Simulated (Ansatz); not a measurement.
Si₃NH₈Cl: geometry relaxation (part 2 of 2)

The same run, continued: Si₃NH₈Cl; RKS PBE0-D4/def2-TZVP (Ansatz 0.2.0). 

Geometry of the input (Å):
```
Si 0.5213  1.4950  0.2661
Cl 2.5824  1.1398  0.3179
N  -0.3422  0.1324  -0.2849
Si -1.1379  -1.0126  0.7786
Si -0.4398  -0.1784  -2.0024
H  0.1377  1.8421  1.6481
H  0.3839  2.6262  -0.6761
H  -1.3096  -0.3916  2.1114
H  -0.3850  -2.2849  0.8698
H  -2.4688  -1.3032  0.1775
H  -0.2636  -1.6330  -2.2452
H  0.6392  0.5867  -2.6772
H  -1.7573  0.2412  -2.5449
```

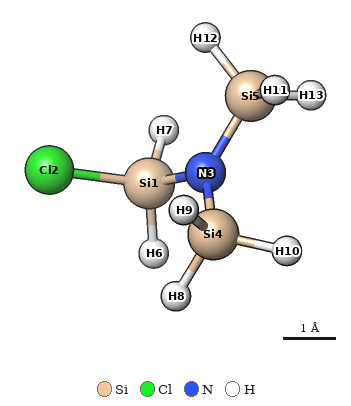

The geometry at step 19 of the log (ball-and-stick view, seen at a tilt; atoms are numbered from 1 in the order of the input).

Trajectory as extended XYZ, continued
```
13
Properties=species:S:1:pos:R:3:forces:R:3 step=9 energy=-37765.13060
Si    0.5290    1.4954    0.2622    0.0032  -0.0018  -0.0049
Cl    2.4966    0.9853    0.5987   -0.0023   0.0006   0.0044
N    -0.3845    0.1629   -0.3154    0.0026   0.0017   0.0037
Si   -1.0740   -1.0180    0.7667   -0.0004   0.0014  -0.0053
Si   -0.4991   -0.1384   -2.0305   -0.0013  -0.0009   0.0014
H    -0.0124    1.9572    1.5580   -0.0006   0.0014  -0.0004
H     0.5361    2.5658   -0.7591   -0.0022   0.0001   0.0007
H    -1.2346   -0.3960    2.1046    0.0018  -0.0005   0.0008
H    -0.2149   -2.2241    0.8831    0.0013  -0.0010  -0.0001
H    -2.3965   -1.4344    0.2305   -0.0016  -0.0013   0.0022
H    -0.4014   -1.6023   -2.2692   -0.0018   0.0005  -0.0012
H     0.6125    0.5642   -2.7184    0.0002  -0.0017  -0.0006
H    -1.7965    0.3421   -2.5726    0.0010   0.0016  -0.0006
13
Properties=species:S:1:pos:R:3:forces:R:3 step=10 energy=-37765.13136
Si    0.5164    1.5007    0.2579   -0.0104  -0.0281   0.0241
Cl    2.4637    0.9903    0.6947    0.0027   0.0057  -0.0074
N    -0.3777    0.1544   -0.3194    0.0047   0.0192  -0.0024
Si   -1.0467   -1.0338    0.7671   -0.0012   0.0156   0.0036
Si   -0.5099   -0.1298   -2.0356   -0.0084  -0.0179  -0.0203
H    -0.0693    2.0045    1.5186   -0.0063   0.0046  -0.0083
H     0.5624    2.5374   -0.7961    0.0088   0.0105  -0.0029
H    -1.1784   -0.4168    2.1109    0.0017  -0.0026  -0.0027
H    -0.1853   -2.2392    0.8613    0.0081  -0.0124  -0.0040
H    -2.3804   -1.4473    0.2582   -0.0077  -0.0037   0.0012
H    -0.4825   -1.5978   -2.2789   -0.0028   0.0322   0.0058
H     0.6330    0.5217   -2.7252   -0.0187  -0.0131   0.0051
H    -1.7849    0.4153   -2.5749    0.0293  -0.0100   0.0081
13
Properties=species:S:1:pos:R:3:forces:R:3 step=11 energy=-37765.12930 accepted=F
Si    0.4930    1.5093    0.2554    0.0277   0.0247   0.0511
Cl    2.4106    1.0082    0.8409   -0.1319   0.0350  -0.0321
N    -0.3691    0.1419   -0.3242    0.0158   0.0391   0.0092
Si   -1.0027   -1.0609    0.7676   -0.0145   0.0184   0.0174
Si   -0.5256   -0.1167   -2.0422   -0.0303  -0.0563  -0.1145
H    -0.1722    2.0874    1.4514    0.0695  -0.0580  -0.1001
H     0.6114    2.4907   -0.8511    0.0047  -0.0295   0.0656
H    -1.0793   -0.4577    2.1242    0.0052  -0.0122  -0.0304
H    -0.1401   -2.2685    0.8140    0.0019  -0.0065  -0.0069
H    -2.3582   -1.4653    0.3091    0.0108   0.0012   0.0105
H    -0.6204   -1.5893   -2.2890    0.0088   0.1694   0.0325
H     0.6700    0.4428   -2.7355   -0.1077  -0.0550   0.0437
H    -1.7572    0.5377   -2.5820    0.1399  -0.0703   0.0541
13
Properties=species:S:1:pos:R:3:forces:R:3 step=12 energy=-37765.13204
Si    0.5034    1.5060    0.2580    0.0102  -0.0025   0.0152
Cl    2.4386    0.9996    0.7560   -0.0308   0.0078  -0.0011
N    -0.3765    0.1512   -0.3215    0.0100   0.0244  -0.0013
Si   -1.0275   -1.0454    0.7669   -0.0073   0.0078   0.0017
Si   -0.5154   -0.1252   -2.0384   -0.0142  -0.0246  -0.0381
H    -0.1171    2.0417    1.4904    0.0147  -0.0143  -0.0271
H     0.5849    2.5207   -0.8170   -0.0051  -0.0038   0.0132
H    -1.1282   -0.4378    2.1184    0.0058  -0.0060  -0.0105
H    -0.1672   -2.2542    0.8314    0.0013  -0.0021  -0.0028
H    -2.3742   -1.4514    0.2858    0.0021  -0.0003   0.0053
H    -0.5433   -1.5946   -2.2790   -0.0010   0.0504   0.0115
H     0.6512    0.4818   -2.7308   -0.0298  -0.0189   0.0171
H    -1.7684    0.4676   -2.5818    0.0442  -0.0178   0.0169
13
Properties=species:S:1:pos:R:3:forces:R:3 step=13 energy=-37765.13229
Si    0.4891    1.5120    0.2560   -0.0129   0.0078   0.0387
Cl    2.4083    1.0137    0.8225   -0.0549   0.0201  -0.0147
N    -0.3728    0.1458   -0.3246    0.0130   0.0281  -0.0018
Si   -1.0062   -1.0576    0.7665   -0.0122   0.0044   0.0106
Si   -0.5185   -0.1213   -2.0422   -0.0196  -0.0357  -0.0608
H    -0.1678    2.0761    1.4588    0.0376  -0.0302  -0.0484
H     0.5934    2.5047   -0.8389    0.0119  -0.0126   0.0240
H    -1.0634   -0.4613    2.1269    0.0057  -0.0137  -0.0293
H    -0.1533   -2.2738    0.7947   -0.0083   0.0073  -0.0028
H    -2.3706   -1.4481    0.3208    0.0184   0.0023   0.0123
H    -0.6124   -1.5914   -2.2780    0.0026   0.0968   0.0140
H     0.6780    0.4316   -2.7333   -0.0639  -0.0332   0.0285
H    -1.7434    0.5293   -2.5907    0.0826  -0.0412   0.0297
13
Properties=species:S:1:pos:R:3:forces:R:3 step=14 energy=-37765.13306
Si    0.4854    1.5138    0.2569   -0.0076   0.0074   0.0230
Cl    2.4066    1.0216    0.8159   -0.0203   0.0017  -0.0004
N    -0.3749    0.1471   -0.3247    0.0117   0.0269  -0.0018
Si   -1.0070   -1.0574    0.7659   -0.0090  -0.0011   0.0101
Si   -0.5167   -0.1232   -2.0420   -0.0172  -0.0226  -0.0503
H    -0.1670    2.0725    1.4634    0.0199  -0.0210  -0.0406
H     0.5919    2.5086   -0.8352   -0.0082  -0.0068   0.0157
H    -1.0578   -0.4643    2.1274    0.0038  -0.0087  -0.0215
H    -0.1564   -2.2751    0.7888   -0.0052   0.0056  -0.0039
H    -2.3732   -1.4458    0.3250    0.0132   0.0035   0.0099
H    -0.6172   -1.5916   -2.2756    0.0039   0.0690   0.0144
H     0.6824    0.4226   -2.7318   -0.0440  -0.0254   0.0220
H    -1.7357    0.5309   -2.5956    0.0591  -0.0285   0.0234
13
Properties=species:S:1:pos:R:3:forces:R:3 step=15 energy=-37765.13426
Si    0.4750    1.5189    0.2581    0.0055   0.0195   0.0065
Cl    2.3929    1.0284    0.8250    0.0054   0.0015   0.0026
N    -0.3793    0.1527   -0.3273   -0.0215  -0.0432  -0.0036
Si   -1.0012   -1.0580    0.7637    0.0059   0.0118  -0.0093
Si   -0.5134   -0.1256   -2.0437    0.0000   0.0035   0.0010
H    -0.1825    2.0731    1.4602   -0.0012   0.0048   0.0039
H     0.5812    2.5153   -0.8315    0.0012   0.0026   0.0013
H    -1.0215   -0.4754    2.1292    0.0029  -0.0011  -0.0004
H    -0.1586   -2.2810    0.7594   -0.0005   0.0006  -0.0032
H    -2.3780   -1.4348    0.3488    0.0016   0.0024   0.0014
H    -0.6409   -1.5900   -2.2644   -0.0026  -0.0002   0.0028
H     0.6981    0.3886   -2.7296    0.0026  -0.0030  -0.0011
H    -1.7113    0.5476   -2.6095    0.0009   0.0009  -0.0020
13
Properties=species:S:1:pos:R:3:forces:R:3 step=16 energy=-37765.13532
Si    0.4512    1.5291    0.2599    0.0399   0.0369  -0.0082
Cl    2.3586    1.0552    0.8760   -0.0044  -0.0047   0.0056
N    -0.3824    0.1533   -0.3313   -0.0277  -0.0595   0.0092
Si   -0.9816   -1.0684    0.7610   -0.0001   0.0032   0.0016
Si   -0.5120   -0.1264   -2.0474    0.0130   0.0035  -0.0196
H    -0.2333    2.0991    1.4390   -0.0071   0.0026   0.0049
H     0.5830    2.5111   -0.8408   -0.0137   0.0000   0.0036
H    -0.9377   -0.5064    2.1366    0.0005  -0.0128  -0.0284
H    -0.1551   -2.3026    0.7006   -0.0189   0.0232   0.0016
H    -2.3811   -1.4196    0.3982    0.0282   0.0052   0.0098
H    -0.7150   -1.5858   -2.2528   -0.0001   0.0225   0.0006
H     0.7329    0.3157   -2.7285   -0.0276  -0.0121   0.0132
H    -1.6672    0.6053   -2.6319    0.0182  -0.0080   0.0062
13
Properties=species:S:1:pos:R:3:forces:R:3 step=17 energy=-37765.13551
Si    0.4296    1.5398    0.2606    0.0378   0.0340   0.0090
Cl    2.3268    1.0822    0.9205   -0.0154   0.0027  -0.0093
N    -0.3827    0.1530   -0.3353   -0.0275  -0.0628   0.0127
Si   -0.9630   -1.0767    0.7585   -0.0047  -0.0092   0.0230
Si   -0.5078   -0.1292   -2.0510    0.0117   0.0016  -0.0593
H    -0.2792    2.1171    1.4225   -0.0061  -0.0015  -0.0053
H     0.5716    2.5139   -0.8467   -0.0046  -0.0086   0.0056
H    -0.8566   -0.5357    2.1412   -0.0064  -0.0231  -0.0612
H    -0.1571   -2.3225    0.6463   -0.0330   0.0443   0.0069
H    -2.3825   -1.4024    0.4473    0.0552   0.0103   0.0143
H    -0.7888   -1.5802   -2.2435    0.0124   0.0699   0.0028
H     0.7668    0.2391   -2.7273   -0.0698  -0.0246   0.0356
H    -1.6167    0.6613   -2.6545    0.0502  -0.0329   0.0254
13
Properties=species:S:1:pos:R:3:forces:R:3 step=18 energy=-37765.13618
Si    0.4333    1.5382    0.2607    0.0152   0.0143  -0.0028
Cl    2.3346    1.0813    0.9067   -0.0057   0.0028  -0.0008
N    -0.3809    0.1513   -0.3339   -0.0204  -0.0462   0.0107
Si   -0.9661   -1.0757    0.7593    0.0003   0.0012   0.0079
Si   -0.5071   -0.1289   -2.0498    0.0094   0.0071  -0.0279
H    -0.2726    2.1112    1.4261   -0.0017   0.0010   0.0038
H     0.5670    2.5146   -0.8448   -0.0015  -0.0010  -0.0022
H    -0.8715   -0.5314    2.1395   -0.0017  -0.0098  -0.0274
H    -0.1591   -2.3197    0.6579   -0.0141   0.0193   0.0027
H    -2.3810   -1.4048    0.4393    0.0240   0.0046   0.0064
H    -0.7798   -1.5784   -2.2470    0.0028   0.0286   0.0033
H     0.7627    0.2462   -2.7256   -0.0287  -0.0101   0.0153
H    -1.6192    0.6558   -2.6497    0.0220  -0.0119   0.0111
13
Properties=species:S:1:pos:R:3:forces:R:3 step=19 energy=-37765.13556 accepted=F
Si    0.4317    1.5322    0.2545   -0.0520  -0.0924  -0.0235
Cl    2.3308    1.0834    0.9074    0.0102   0.0094   0.0153
N    -0.3780    0.1340   -0.3301    0.0416   0.0940  -0.0174
Si   -0.9650   -1.0838    0.7668   -0.0027   0.0081   0.0012
Si   -0.5049   -0.1222   -2.0502   -0.0119   0.0030   0.0609
H    -0.2840    2.1161    1.4092    0.0175   0.0072  -0.0024
H     0.5656    2.4879   -0.8678   -0.0001   0.0288   0.0014
H    -0.8697   -0.5249    2.1400   -0.0080  -0.0215   0.0017
H    -0.1570   -2.3263    0.6739   -0.0117  -0.0083   0.0098
H    -2.3792   -1.4113    0.4456    0.0101  -0.0108   0.0135
H    -0.7851   -1.5655   -2.2667   -0.0001  -0.0022  -0.0151
H     0.7674    0.2605   -2.7112    0.0024  -0.0103  -0.0257
H    -1.6120    0.6797   -2.6327    0.0046  -0.0049  -0.0197
13
Properties=species:S:1:pos:R:3:forces:R:3 step=20 energy=-37765.13653
Si    0.4308    1.5375    0.2591    0.0052   0.0079   0.0015
Cl    2.3327    1.0879    0.9073   -0.0032   0.0015  -0.0011
N    -0.3797    0.1467   -0.3332   -0.0058  -0.0135   0.0028
Si   -0.9641   -1.0784    0.7610   -0.0001  -0.0031   0.0044
Si   -0.5058   -0.1275   -2.0500    0.0029   0.0011  -0.0105
H    -0.2774    2.1116    1.4227   -0.0002   0.0003   0.0008
H     0.5618    2.5111   -0.8493   -0.0010  -0.0017  -0.0014
H    -0.8674   -0.5332    2.1395   -0.0004  -0.0029  -0.0088
H    -0.1587   -2.3225    0.6601   -0.0047   0.0058   0.0008
H    -2.3788   -1.4072    0.4439    0.0080   0.0015   0.0023
H    -0.7922   -1.5726   -2.2512   -0.0003   0.0098   0.0005
H     0.7673    0.2366   -2.7226   -0.0083  -0.0043   0.0050
H    -1.6083    0.6697   -2.6489    0.0080  -0.0023   0.0038
13
Properties=species:S:1:pos:R:3:forces:R:3 step=21 energy=-37765.13684
Si    0.4191    1.5403    0.2589    0.0015  -0.0101  -0.0264
Cl    2.3219    1.1077    0.9147   -0.0067   0.0034   0.0126
N    -0.3776    0.1400   -0.3321    0.0006   0.0146   0.0045
Si   -0.9549   -1.0864    0.7631   -0.0046  -0.0007  -0.0033
Si   -0.5025   -0.1257   -2.0503   -0.0013  -0.0019  -0.0063
H    -0.3023    2.1192    1.4125    0.0118  -0.0048   0.0021
H     0.5509    2.5046   -0.8578   -0.0071   0.0052   0.0030
H    -0.8389   -0.5455    2.1410    0.0023   0.0006   0.0071
H    -0.1572   -2.3333    0.6482    0.0038  -0.0046   0.0006
H    -2.3745   -1.4075    0.4644   -0.0045  -0.0031  -0.0006
H    -0.8371   -1.5600   -2.2556   -0.0004   0.0115   0.0024
H     0.7861    0.1944   -2.7156   -0.0067  -0.0030   0.0002
H    -1.5726    0.7119   -2.6530    0.0112  -0.0070   0.0043
13
Properties=species:S:1:pos:R:3:forces:R:3 step=22 energy=-37765.13677 accepted=F
Si    0.4046    1.5451    0.2542   -0.0316  -0.0384   0.0226
Cl    2.3026    1.1357    0.9368    0.0064   0.0043  -0.0149
N    -0.3756    0.1327   -0.3330    0.0202   0.0553  -0.0073
Si   -0.9420   -1.0956    0.7645    0.0003   0.0051  -0.0013
Si   -0.4983   -0.1254   -2.0524   -0.0210  -0.0104  -0.0225
H    -0.3254    2.1227    1.4032   -0.0038   0.0029  -0.0137
H     0.5269    2.5031   -0.8692    0.0135   0.0006   0.0050
H    -0.7977   -0.5605    2.1416   -0.0010   0.0005   0.0159
H    -0.1526   -2.3452    0.6304    0.0078  -0.0150  -0.0016
H    -2.3682   -1.4082    0.4910   -0.0106  -0.0051  -0.0021
H    -0.9044   -1.5429   -2.2585    0.0133   0.0444   0.0013
H     0.8113    0.1294   -2.7085   -0.0323  -0.0099   0.0042
H    -1.5207    0.7690   -2.6617    0.0386  -0.0345   0.0146
13
Properties=species:S:1:pos:R:3:forces:R:3 step=23 energy=-37765.13711
Si    0.4118    1.5430    0.2573   -0.0048  -0.0054  -0.0004
Cl    2.3133    1.1228    0.9242    0.0011  -0.0024   0.0006
N    -0.3781    0.1384   -0.3325    0.0091   0.0202   0.0005
Si   -0.9491   -1.0903    0.7633    0.0005  -0.0026  -0.0024
Si   -0.5006   -0.1261   -2.0510   -0.0092  -0.0050  -0.0118
H    -0.3121    2.1206    1.4098    0.0000  -0.0011  -0.0028
H     0.5404    2.5065   -0.8606   -0.0027   0.0003   0.0002
H    -0.8199   -0.5540    2.1418   -0.0007   0.0017   0.0057
H    -0.1538   -2.3378    0.6381    0.0035  -0.0053  -0.0005
H    -2.3716   -1.4093    0.4758   -0.0043  -0.0011   0.0000
H    -0.8716   -1.5516   -2.2546    0.0030   0.0107   0.0021
H     0.7976    0.1595   -2.7136   -0.0056  -0.0037   0.0038
H    -1.5460    0.7381   -2.6595    0.0100  -0.0061   0.0051
13
Properties=species:S:1:pos:R:3:forces:R:3 step=24 energy=-37765.13720
Si    0.4034    1.5466    0.2567   -0.0087  -0.0038   0.0064
Cl    2.3043    1.1364    0.9317   -0.0017   0.0017  -0.0045
N    -0.3778    0.1373   -0.3328    0.0043   0.0129  -0.0004
Si   -0.9415   -1.0949    0.7632   -0.0008   0.0001  -0.0017
Si   -0.4989   -0.1259   -2.0514   -0.0044  -0.0102  -0.0181
H    -0.3273    2.1235    1.4051    0.0012   0.0003   0.0000
H     0.5280    2.5081   -0.8636    0.0056  -0.0014   0.0011
H    -0.7991   -0.5637    2.1426    0.0013   0.0013   0.0034
H    -0.1492   -2.3433    0.6261    0.0026  -0.0025  -0.0007
H    -2.3673   -1.4107    0.4892   -0.0024  -0.0013  -0.0021
H    -0.9098   -1.5414   -2.2526    0.0043   0.0214   0.0008
H     0.8109    0.1187   -2.7096   -0.0183  -0.0036   0.0070
H    -1.5153    0.7689   -2.6661    0.0171  -0.0149   0.0087
13
Properties=species:S:1:pos:R:3:forces:R:3 step=25 energy=-37765.13725
Si    0.4014    1.5476    0.2570   -0.0003  -0.0053   0.0043
Cl    2.3026    1.1383    0.9315    0.0025  -0.0013  -0.0011
N    -0.3790    0.1379   -0.3327    0.0026   0.0129  -0.0006
Si   -0.9406   -1.0954    0.7630    0.0005  -0.0015  -0.0007
Si   -0.4989   -0.1263   -2.0513   -0.0053  -0.0046  -0.0147
H    -0.3283    2.1243    1.4062   -0.0024   0.0006  -0.0034
H     0.5284    2.5085   -0.8635   -0.0017  -0.0001   0.0014
H    -0.7973   -0.5646    2.1427   -0.0009   0.0003   0.0013
H    -0.1468   -2.3428    0.6248    0.0012  -0.0014  -0.0003
H    -2.3663   -1.4129    0.4894   -0.0006  -0.0003   0.0001
H    -0.9165   -1.5395   -2.2523    0.0051   0.0148   0.0021
H     0.8121    0.1123   -2.7085   -0.0127  -0.0043   0.0053
H    -1.5103    0.7724   -2.6676    0.0117  -0.0098   0.0063
13
Properties=species:S:1:pos:R:3:forces:R:3 step=26 energy=-37765.13730
Si    0.4003    1.5486    0.2577   -0.0001  -0.0014   0.0012
Cl    2.3020    1.1386    0.9306    0.0003  -0.0013  -0.0004
N    -0.3808    0.1396   -0.3326    0.0025   0.0058  -0.0006
Si   -0.9396   -1.0956    0.7625    0.0002  -0.0028   0.0008
Si   -0.4994   -0.1266   -2.0511   -0.0025   0.0000  -0.0043
H    -0.3292    2.1252    1.4070   -0.0014  -0.0010  -0.0009
H     0.5270    2.5104   -0.8620   -0.0010  -0.0001  -0.0005
H    -0.7971   -0.5653    2.1426   -0.0015  -0.0009  -0.0020
H    -0.1428   -2.3412    0.6233   -0.0008   0.0011   0.0006
H    -2.3646   -1.4163    0.4885    0.0023   0.0007   0.0013
H    -0.9239   -1.5371   -2.2506    0.0015   0.0014   0.0023
H     0.8129    0.1035   -2.7074   -0.0013  -0.0015   0.0012
H    -1.5046    0.7759   -2.6699    0.0016  -0.0002   0.0012
13
Properties=species:S:1:pos:R:3:forces:R:3 step=27 energy=-37765.13731
Si    0.3978    1.5501    0.2579    0.0010  -0.0015   0.0008
Cl    2.2995    1.1412    0.9313    0.0007  -0.0003   0.0003
N    -0.3818    0.1406   -0.3328    0.0000   0.0006  -0.0007
Si   -0.9372   -1.0966    0.7619   -0.0005  -0.0006   0.0014
Si   -0.4995   -0.1265   -2.0513    0.0011  -0.0001   0.0015
H    -0.3328    2.1256    1.4070   -0.0007   0.0004  -0.0005
H     0.5240    2.5119   -0.8618   -0.0010   0.0005   0.0000
H    -0.7935   -0.5675    2.1424   -0.0002  -0.0006  -0.0018
H    -0.1389   -2.3411    0.6204   -0.0010   0.0016   0.0002
H    -2.3622   -1.4188    0.4904    0.0020   0.0002   0.0001
H    -0.9362   -1.5335   -2.2484   -0.0007  -0.0008  -0.0002
H     0.8159    0.0894   -2.7059   -0.0001  -0.0001  -0.0003
H    -1.4948    0.7848   -2.6725   -0.0006   0.0007  -0.0007
13
Properties=species:S:1:pos:R:3:forces:R:3 step=28 energy=-37765.13732
Si    0.3963    1.5508    0.2582    0.0001   0.0012  -0.0003
Cl    2.2981    1.1434    0.9322   -0.0006   0.0003   0.0001
N    -0.3821    0.1409   -0.3328   -0.0004  -0.0019  -0.0015
Si   -0.9356   -1.0973    0.7618    0.0007   0.0000  -0.0003
Si   -0.4993   -0.1267   -2.0513   -0.0003   0.0006   0.0001
H    -0.3355    2.1261    1.4067    0.0004  -0.0004   0.0007
H     0.5217    2.5128   -0.8615    0.0005  -0.0001  -0.0001
H    -0.7908   -0.5688    2.1423   -0.0004   0.0001  -0.0002
H    -0.1365   -2.3410    0.6188    0.0000   0.0000   0.0002
H    -2.3605   -1.4206    0.4914    0.0000   0.0003   0.0002
H    -0.9453   -1.5310   -2.2475    0.0007   0.0006   0.0000
H     0.8179    0.0802   -2.7053   -0.0008  -0.0006   0.0007
H    -1.4881    0.7908   -2.6742    0.0002  -0.0001   0.0004
```

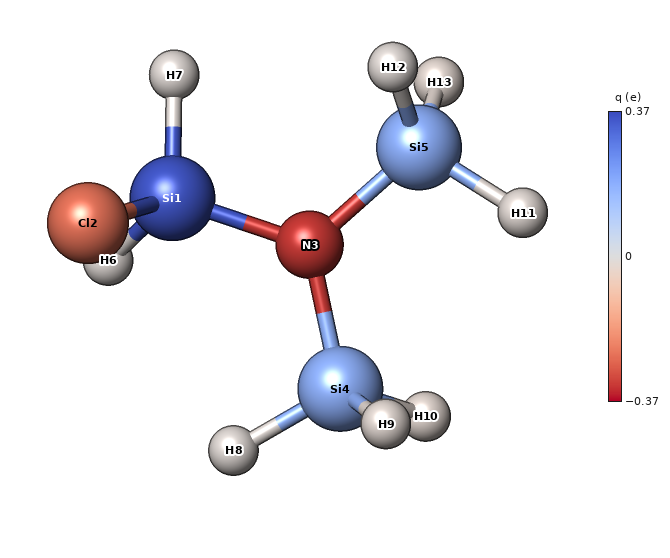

Mulliken charges, as the colour of each atom (ball-and-stick view, seen on its broad side; atoms are numbered from 1 in the order of the input). By element: Si +0.17 to +0.35, Cl −0.25, N −0.32 and H −0.02 to −0.01 e.

Key numbers

```csv
quantity,value
outcome,converged
total energy,−37765.1374 eV
mean-field energy,−37764.7823 eV
dispersion energy,−0.3550 eV
SCF solution under orbital rotations,stable
largest force (length of the vector) at the end,0.002 eV/Å
dipole moment,1.36 D
wall time,52 s (CPU time 44 s)
peak memory,0.9 GiB
```
